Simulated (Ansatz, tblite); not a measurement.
Breaking a bond: SMILES [SiH3]S (H4SSi). The Si1–S5 bond (Si1 also carries H, H, H; S5 carries H) is stretched with both fragments frozen at the PBE0/def2-TZVP optimised geometry.

```
6

Si     0.0000     0.0000     0.0000
H      1.2073    -0.6698    -0.5468
H     -1.2071    -0.6694    -0.5477
H      0.0000     1.4325    -0.3814
S      0.0000     0.0000     2.1377
H      0.0067    -1.3391     2.2490
```

UKS-B3LYP = unrestricted B3LYP/cc-pVTZ (Ansatz, a quantum-chemistry and plane-wave program); UCCSD(T) = CCSD(T) on UHF/cc-pVTZ, frozen core (Ansatz); GFN2-xTB, 300 K electronic temperature (tblite); UHF/cc-pVTZ (Ansatz).

Energies are in kJ/mol, each relative to the lowest point of its own curve near equilibrium.

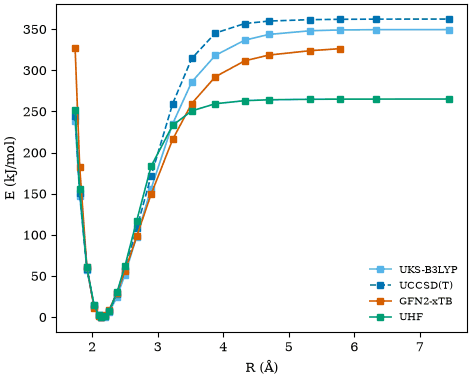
Figure: Energy against bond length for each method.

```json
[
 {"R / Å": "1.74", "UKS-B3LYP": "238.7", "UCCSD(T)": "244.8", "GFN2-xTB": "327.3", "UHF": "251.9"},
 {"R / Å": "1.81", "UKS-B3LYP": "147.3", "UCCSD(T)": "150.5", "GFN2-xTB": "182.3", "UHF": "155.2"},
 {"R / Å": "1.92", "UKS-B3LYP": "57.9", "UCCSD(T)": "58.4", "GFN2-xTB": "60.5", "UHF": "60.4"},
 {"R / Å": "2.03", "UKS-B3LYP": "14.2", "UCCSD(T)": "13.8", "GFN2-xTB": "11.5", "UHF": "14.2"},
 {"R / Å": "2.10", "UKS-B3LYP": "2.5", "UCCSD(T)": "2.2", "GFN2-xTB": "1.2", "UHF": "2.3"},
 {"R / Å": "2.14", "UKS-B3LYP": "0.0", "UCCSD(T)": "0.0", "GFN2-xTB": "0.0", "UHF": "0.0"},
 {"R / Å": "2.20", "UKS-B3LYP": "0.7", "UCCSD(T)": "1.4", "GFN2-xTB": "2.6", "UHF": "1.5"},
 {"R / Å": "2.26", "UKS-B3LYP": "5.7", "UCCSD(T)": "7.2", "GFN2-xTB": "9.2", "UHF": "7.7"},
 {"R / Å": "2.38", "UKS-B3LYP": "24.9", "UCCSD(T)": "28.6", "GFN2-xTB": "29.8", "UHF": "30.5"},
 {"R / Å": "2.50", "UKS-B3LYP": "51.6", "UCCSD(T)": "57.8", "GFN2-xTB": "55.8", "UHF": "62.0"},
 {"R / Å": "2.68", "UKS-B3LYP": "98.0", "UCCSD(T)": "107.9", "GFN2-xTB": "98.2", "UHF": "117.2"},
 {"R / Å": "2.90", "UKS-B3LYP": "156.2", "UCCSD(T)": "171.7", "GFN2-xTB": "149.4", "UHF": "183.5"},
 {"R / Å": "3.23", "UKS-B3LYP": "235.3", "UCCSD(T)": "259.7", "GFN2-xTB": "216.2", "UHF": "233.3"},
 {"R / Å": "3.52", "UKS-B3LYP": "285.8", "UCCSD(T)": "314.4", "GFN2-xTB": "259.7", "UHF": "250.7"},
 {"R / Å": "3.88", "UKS-B3LYP": "318.2", "UCCSD(T)": "345.3", "GFN2-xTB": "292.2", "UHF": "259.4"},
 {"R / Å": "4.33", "UKS-B3LYP": "336.7", "UCCSD(T)": "356.9", "GFN2-xTB": "311.6", "UHF": "263.1"},
 {"R / Å": "4.70", "UKS-B3LYP": "343.6", "UCCSD(T)": "359.9", "GFN2-xTB": "318.6", "UHF": "264.2"},
 {"R / Å": "5.33", "UKS-B3LYP": "348.1", "UCCSD(T)": "361.6", "GFN2-xTB": "323.9", "UHF": "264.8"},
 {"R / Å": "5.78", "UKS-B3LYP": "349.1", "UCCSD(T)": "362.0", "GFN2-xTB": "326.3", "UHF": "265.0"},
 {"R / Å": "6.33", "UKS-B3LYP": "349.4", "UCCSD(T)": "362.2", "GFN2-xTB": "—", "UHF": "265.1"},
 {"R / Å": "7.44", "UKS-B3LYP": "349.5", "UCCSD(T)": "362.4", "GFN2-xTB": "—", "UHF": "265.1"}
]
```

At the longest distance, 7.44 Å, UCCSD(T) lies highest above its minimum (362.4 kJ/mol) and UHF lowest (265.1 kJ/mol).

A dash means that the run gave no value there, or that the column was ended at a point which the program doubted or which failed a test of continuity chosen for this set; such a test can also cut sound points.

The unrestricted determinant behind UKS-B3LYP is spin-contaminated at 3.52 to 7.44 Å (<S²> up to 1.0, against 0.00 for a pure singlet). The unrestricted determinant behind UCCSD(T), UHF is spin-contaminated at 2.90 to 7.44 Å (<S²> up to 1.0, against 0.00 for a pure singlet).
